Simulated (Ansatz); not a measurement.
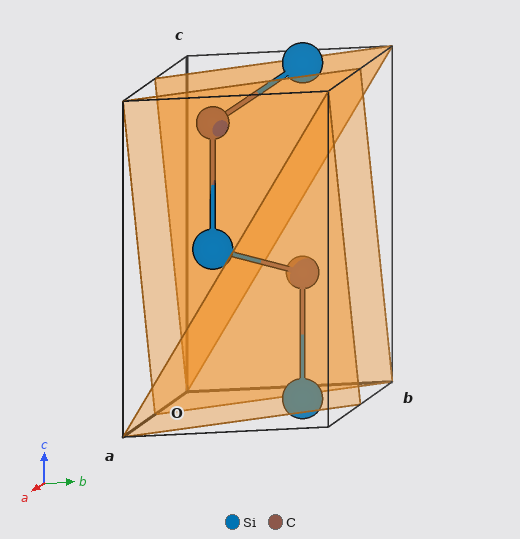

Crystal: SiC, coordinates from a relaxation (final pressure about 15 GPa) with Ansatz, DFT LDA, scalar-relativistic, plane waves, PAW. Every member of one family of equally spaced planes, hx + ky + lz = a whole number, that cuts the unit cell is shaded (one member passes through the origin O). Symmetry computed with spglib at a tolerance of 0.002 Å; standard conventional cell.

a = 2.998 Å, b = 2.998 Å, c = 4.918 Å, α = 90.00°, β = 90.00°, γ = 120.00°.

Q: What are the Miller indices?

A: (2 1 −1), in four indices (2 1 −3 −1); the opposite sign names the same planes. The member next to the origin meets the axes a at 1/2, b at 1, c at −1.

Q: What is the spacing?

A: d = 0.962 Å.

Q: Which atoms of the cell lie in these planes (within 0.03 Å)?

A: No atom.
